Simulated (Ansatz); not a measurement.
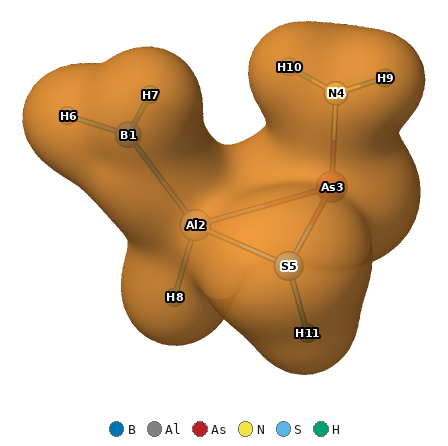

Figure 1: AlAsBH₆NS. Isosurface of the electron density at 0.1 e/Å³ (orange), seen across its widest extent.

These are results of Ansatz 0.2.0, RKS PBE0/def2-SVP, not measurements.

```xyz
11

B    -0.5623    2.0164    0.8100
Al    0.1403    0.1086    1.4065
As   -0.0954   -1.5932   -0.4083
N    -0.6211   -0.6186   -1.8281
S     2.0959   -0.5183    0.1425
H    -1.3255    2.6867    1.4710
H    -0.2930    2.4893   -0.2771
H     0.2605   -0.5802    2.8375
H    -0.2972   -0.9002   -2.7475
H    -0.8076    0.3758   -1.7618
H     2.5150   -1.5284    0.9384
```

How is the density connected at this value?

Answer. At this value the surface is in one piece. It bridges the shortest As–N (1.80 Å), Al–B (2.12 Å), Al–S (2.41 Å) and Al–As (2.50 Å) contacts, where the density stays above the isovalue. On the grid the lowest density along these lines, outside the cores, is 1 e/Å³ (As–N, 1.80 Å), 0.5 e/Å³ (Al–B, 2.12 Å), 0.29 e/Å³ (Al–S, 2.41 Å) and 0.33 e/Å³ (Al–As, 2.50 Å).
